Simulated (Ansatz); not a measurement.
**BCl2H3Si (SMILES [SiH3]B(Cl)Cl): density, localisation and related maps**

The calculation's input:

```
basis:
  gaussian: {orbitals: def2-TZVPD}
crystal:
  periodic: [false, false, false]
  atoms:
    - {symbol: B, position_ang: [0.173321, -1.081058, 0.278652]}
    - {symbol: Cl, position_ang: [-1.228738, -2.102425, 0.515135]}
    - {symbol: Cl, position_ang: [1.757861, -1.783973, 0.499524]}
    - {symbol: Si, position_ang: [-0.090611, 0.858621, -0.237006]}
    - {symbol: H, position_ang: [-0.852892, 0.922672, -1.523136]}
    - {symbol: H, position_ang: [-0.904667, 1.538089, 0.818910]}
    - {symbol: H, position_ang: [1.207125, 1.580075, -0.397880]}
hamiltonian: {xc: pbe0}
output: {forces: true, orbitals: {seedname: orbitals}}
```

Command:

```sh
ansatz run input.yaml --threads 2 --pin off --max-ram 5220MiB --events-out events.jsonl --progress --plain --runs-dir runs
```

Geometry: PBE0-D4/def2-SVP.

Computed with isolated molecule in a Gaussian basis; Kohn-Sham density functional theory, functional PBE0 in Ansatz 0.2.0.

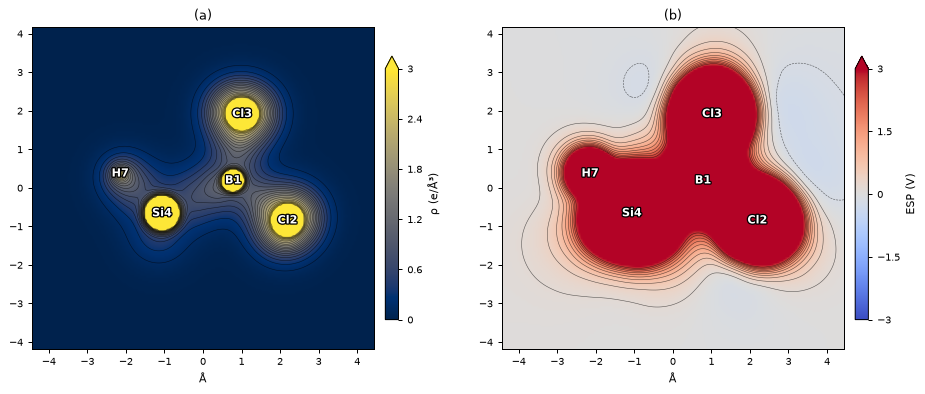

Figure 1. (a) electron density; (b) electrostatic potential on the plane of atoms B1, Si4 and H7.

**What do the fields say about this system?**

Atoms in the plane: B, Cl, Si and H. B–Cl (1.75 Å): ρ at the midpoint is about 1.4 e/Å³. Si–B (2.02 Å): ρ at the midpoint is about 0.8 e/Å³. Si–H (1.49 Å): the density is about 0.79 e/Å³ at the midpoint. The potential has no marked negative region in this plane.

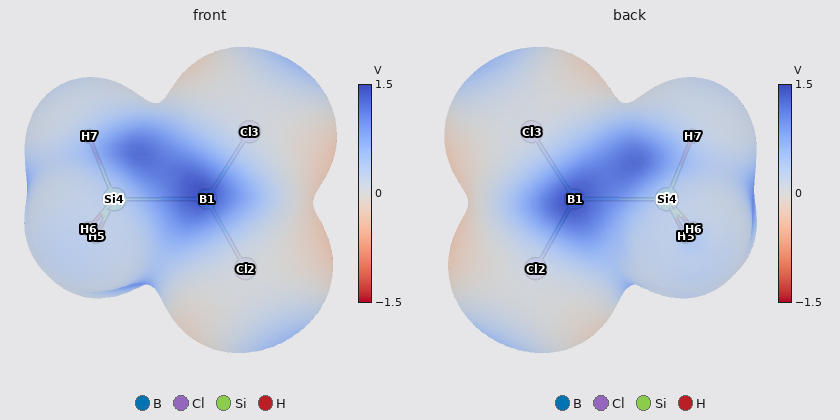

Figure 2. The molecular electrostatic potential painted on the density surface at 0.002 e/bohr³, seen from the front and from behind; red is negative and blue positive.

**Which sites attract a positive test charge, and which a negative one?**

A positive charge is drawn to the negative regions and a negative charge to the positive ones. The most negative region (about −0.3 V) lies over Cl2 and Cl3, the most positive (about +1.4 V) over B1. Cl2 shows a σ-hole: about +0.5 V at the tip opposite its bond, against about 0.0 V on its flanks. Cl3 shows a σ-hole: about +0.5 V at the tip opposite its bond, against about 0.0 V on its flanks.

**What dipole moment does the calculation give?**

Its dipole moment is 0.44 D.

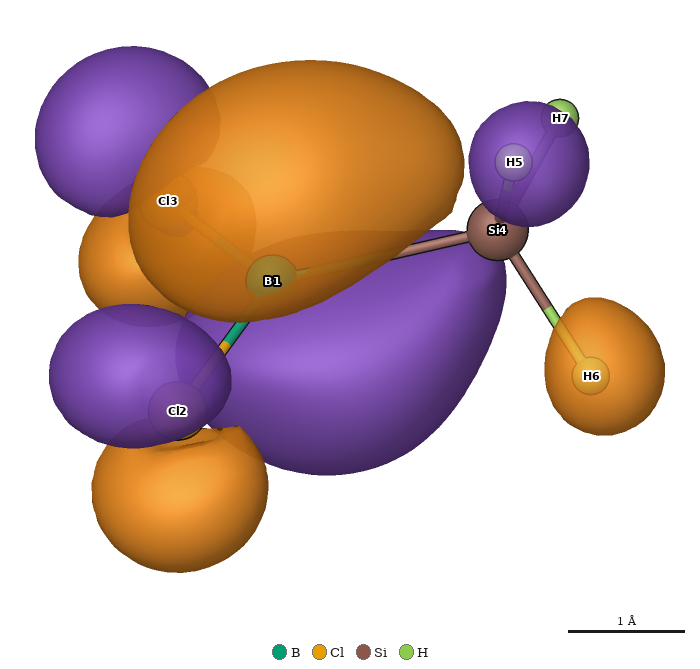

Figure 3. One frontier orbital at ±0.1 Å⁻³ᐟ² (orange and purple are the two phases), seen at an oblique angle.

**Which orbital is it: HOMO or LUMO?**

The LUMO, at −2.30 eV. By Hirshfeld shares it lies mainly on B1 (about 45 %), Cl3 (about 15 %), Cl2 (about 15 %) and Si4 (about 15 %).
